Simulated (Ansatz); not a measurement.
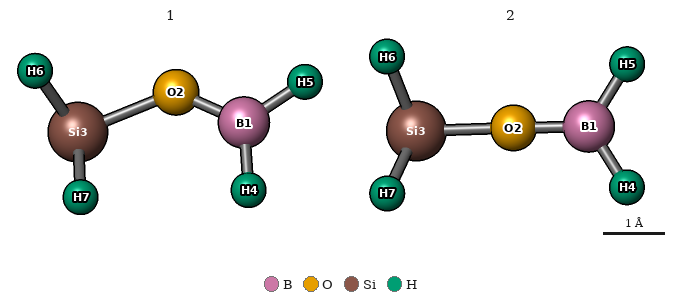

Two geometries of BSiH4O (charge −1), drawn at one scale. One is the start of a relaxation, the other its converged end. A ball-and-stick model, seen face on.

Level of theory: Ansatz 0.2.0, RKS PBE0-D4/def2-TZVPD. Set-up: force threshold 0.005 eV/Å; at most 200 steps.

> Which geometry has the lower energy?

Structure 1 is the relaxed one. After 17 accepted moves (19 points after the start) the energy has fallen by 22.9 kJ/mol. The largest force component goes from 1.4 to 0.003 eV/Å. The line search rejected the trial steps at points 12, 14 of the run. The largest move after the best rigid fit is that of H4, 0.67 Å. Largest moves by element: H 0.67 Å, O 0.64 Å, B 0.11 Å, Si 0.08 Å. Near-neighbour distances that change, for instance: O2–Si3 1.669 → 1.780 Å, B1–O2 1.276 → 1.314 Å, Si3–H7 1.512 → 1.549 Å, Si3–H6 1.512 → 1.544 Å. Bond angles that change, for instance: B1–O2–Si3 175.9° → 133.8°, H6–Si3–H7 98.8° → 93.1°, O2–Si3–H6 99.9° → 95.6°.
